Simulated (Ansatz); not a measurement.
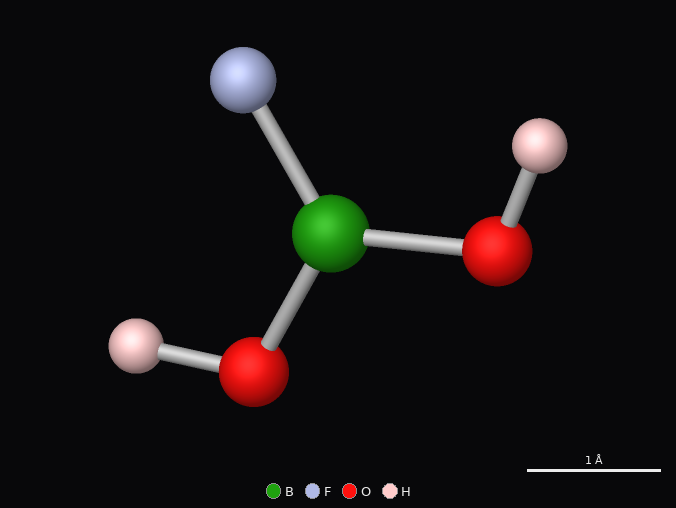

A ball-and-stick model of a molecule. Every bond is drawn as one stick, whatever its order.

Give the formula.

BFH2O2, 6 atoms: 1 boron, 1 fluorine, 2 hydrogen and 2 oxygen.

How many bonds of each kind are drawn?

2 O–H, 2 B–O, 1 B–F. Sticks follow a distance rule.

The parts below concern this one geometry. Atoms keep their numbers from picture to picture. Computed geometry: PBE0-D4/def2-TZVP optimisation.

**Geometry**

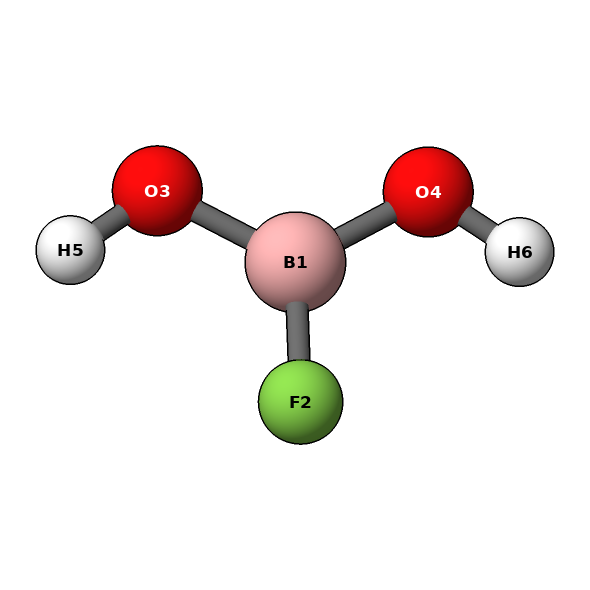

The atoms are numbered.

List the bonds and their lengths.

| bond | length (Å) |
| --- | --- |
| B1–F2 | 1.345 |
| B1–O3 | 1.352 |
| B1–O4 | 1.352 |
| O3–H5 | 0.959 |
| O4–H6 | 0.959 |

**Charges**

The questions are on Mulliken charges. Method: RKS PBE0-D4/def2-TZVP (Ansatz 0.2.0).

Which atom carries the highest charge (most positive or least negative)?

B1 (0.45 e).

And the lowest?

O3, O4 (−0.42 e).

Give the Mulliken charges atom by atom.

```tsv
atom	value (e)
B1	0.45
F2	−0.28
O3	−0.42
O4	−0.42
H5	0.33
H6	0.33
```

**Dipole moment**

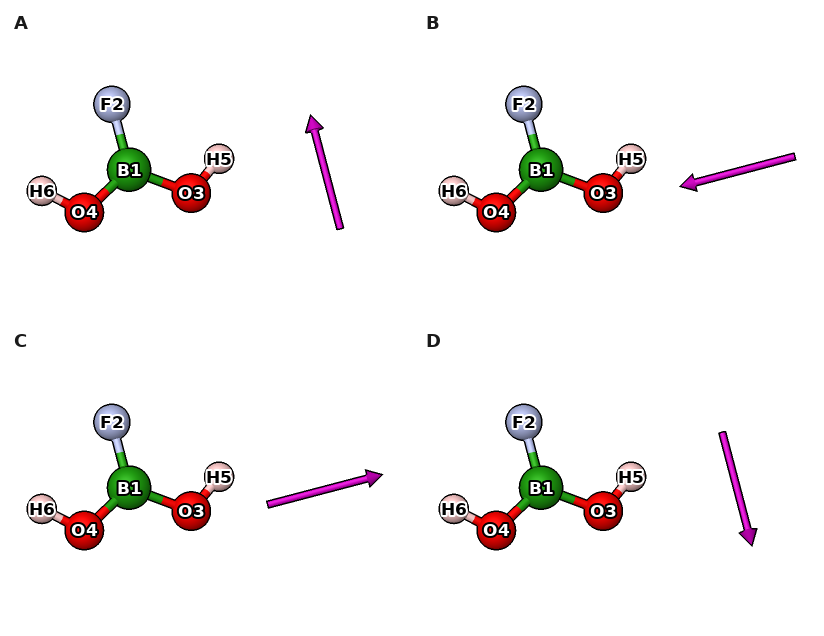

The same molecule four times, each with an arrow. Method: RKS PBE0-D4/def2-TZVP (Ansatz 0.2.0).

Which arrow points along the dipole moment, from the negative to the positive end?

A. The dipole moment is 1.38 D; it points from the side of O3, O4 to the side of F2 (the outermost atoms at the two ends).

**Electronic properties**

Level of theory: RKS PBE0-D4/def2-TZVPP (Ansatz 0.2.0).

What does the calculation give?

- HOMO energy (Kohn–Sham orbital): −9.68 eV
- LUMO energy (Kohn–Sham orbital): 0.45 eV
- HOMO–LUMO gap: 10.13 eV

Mulliken values depend strongly on the basis set and can even reverse the polarity of a bond.
